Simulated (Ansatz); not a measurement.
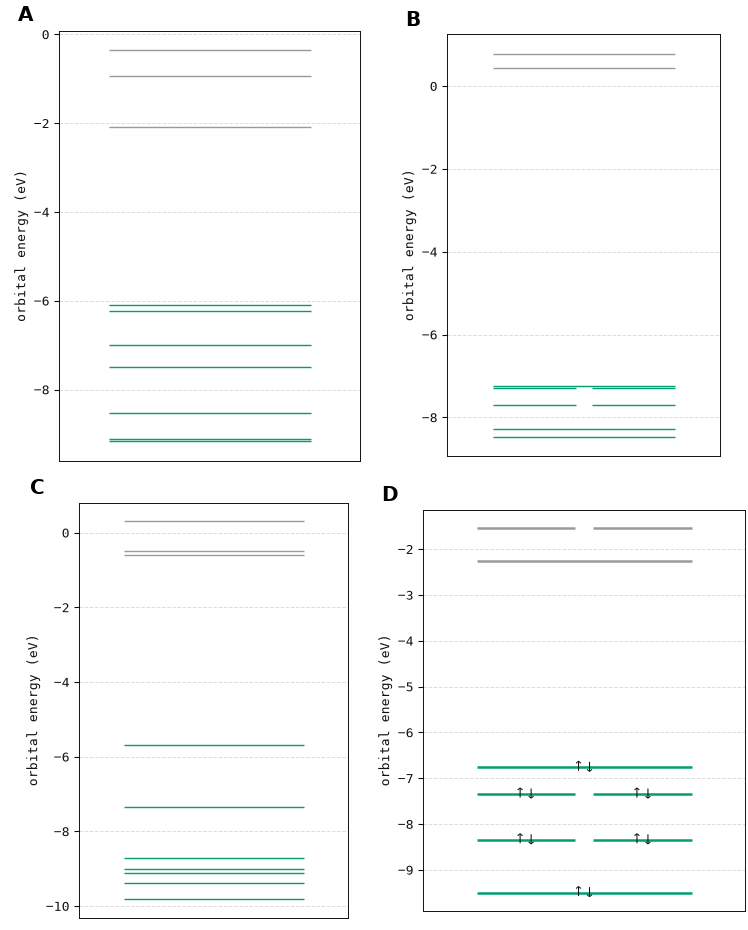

Kohn-Sham orbital energies near the frontier, B3LYP/def2-TZVPP with the Ansatz code, at a PBE0-D4/def2-TZVP geometry (no frequency check), isolated molecule; empty levels in grey, levels within 0.03 eV side by side.

**Pair each panel with its molecule.**
1. C₆H₁₈W, SMILES [CH3][W]([CH3])([CH3])([CH3])([CH3])[CH3], singlet
2. C₁₆H₁₀, SMILES c1ccc2c(c1)-c1cccc3cccc-2c13
3. C₄H₁₂GaGeN, SMILES C/[C]([GeH3])=[N]\[Ga]([CH3])[CH3], singlet
4. C₂₀H₃₀, SMILES C1[C@H]2C[C@H]3C[C@@H]1C[C@@]([C@]14C[C@H]5C[C@H](C[C@H](C5)C1)C4)(C2)C3

A: 2 (HOMO −6.09 eV, LUMO −2.09 eV)
B: 4 (HOMO −7.23 eV, LUMO 0.45 eV)
C: 3 (HOMO −5.70 eV, LUMO −0.58 eV)
D: 1 (HOMO −6.76 eV, LUMO −2.25 eV)

Limits of at least one run: core potentials past krypton; empty levels above zero depend strongly on the basis; no scalar relativity up to krypton; one conformer of a flexible molecule; spin-orbit coupling is left out, and with W it can shift these levels and split any degenerate set.
